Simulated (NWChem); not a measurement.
# HF/def2-TZVP (core potential) run of AgF (SMILES [F][Ag])

What is the vertical ionisation energy of AgF at HF/def2-TZVP (core potential)? 

Program for the calculation: NWChem 7.3.0.

## 1. The structure to begin with

AgF has 2 atoms, charge 0, and is taken as a singlet. SMILES: `[F][Ag]`. The coordinates come from a PBE0-D4/def2-TZVP relaxation.

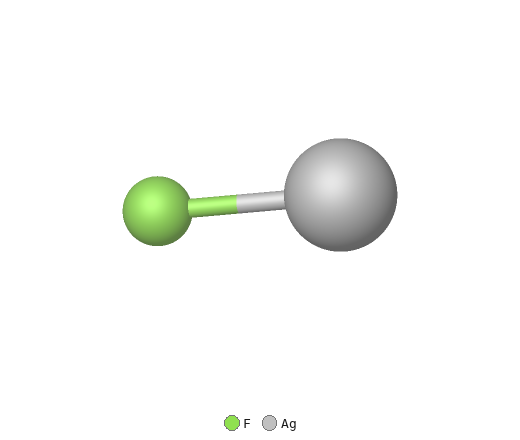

Viewed from a chosen angle; fluorine green, silver light grey.

## 2. A single-point energy at HF/def2-TZVP (core potential)

struct.nw reads:

```
start struct
title "AgF hf"
memory stack 880 mb heap 220 mb global 1100 mb

geometry units angstroms noautosym nocenter noautoz
  F     0.860000   -0.334300    0.425600
  Ag   -0.830500    0.274100   -0.421500
end

basis spherical bse
  F library def2-TZVP
  Ag library def2-TZVP
end

ecp bse
  Ag library def2-TZVP
end

scf
  thresh 1e-08
  maxiter 80
  print low
end

task scf energy
```

Started as:

```console
$ nwchem struct.nw > struct.out
```

The log of the run:

```text
[...]
  functions       =    71
[...]
  wavefunction    = RHF
[...]
         Total SCF energy =   -245.588159073290
      One-electron energy =   -493.398328105614
      Two-electron energy =    202.254210080672
 Nuclear repulsion energy =     45.555958951652
        Time for solution =      8.2s
 Task  times  cpu:        8.5s     wall:        8.5s
[...]
```

It took 9.3 s on 1 thread of Intel Xeon Platinum 8488C (Sapphire Rapids), shared host; peak memory 0.1 GiB.

## 3. The doublet cation

agf.nw reads:

```
start agf
memory 2200 mb
charge 1

geometry units au noautosym nocenter noautoz
  F    1.62516447  -0.63173544   0.80426744
  Ag  -1.56941755   0.51797393  -0.79651956
end

basis spherical bse
  * library def2-TZVP
end

ecp bse
  Ag library def2-TZVP
end

scf
  nopen 1
  uhf
  thresh 1e-08
  maxiter 80
  print low
end

task scf energy
```

Started as:

```console
$ nwchem agf.nw > agf.out
```

The log of the run:

```text
[...]
  functions       =    71
[...]
  wavefunction    = UHF
[...]
         Total SCF energy =   -245.262305929460
      One electron energy =   -483.758379045108
      Two electron energy =    192.940117492377
 Nuclear repulsion energy =     45.555955623271
                       Sz =      0.5000
                 Sz(Sz+1) =      0.7500
                      S^2 =      0.7629
[...]
```

It took 17 s on 1 thread of Intel Xeon Platinum 8488C (Sapphire Rapids), shared host; peak memory 0.1 GiB.

## 4. What came out

At HF/def2-TZVP (core potential):

```
                                          quantity          value
                         singlet AgF: total energy  -245.58816 Eh
                      doublet cation: total energy  -245.26231 Eh
                              doublet cation: ⟨S²⟩          0.763
vertical ionisation energy (to the doublet cation)       8.867 eV
```

What this shows: The vertical ionisation energy comes to 8.87 eV (856 kJ/mol).
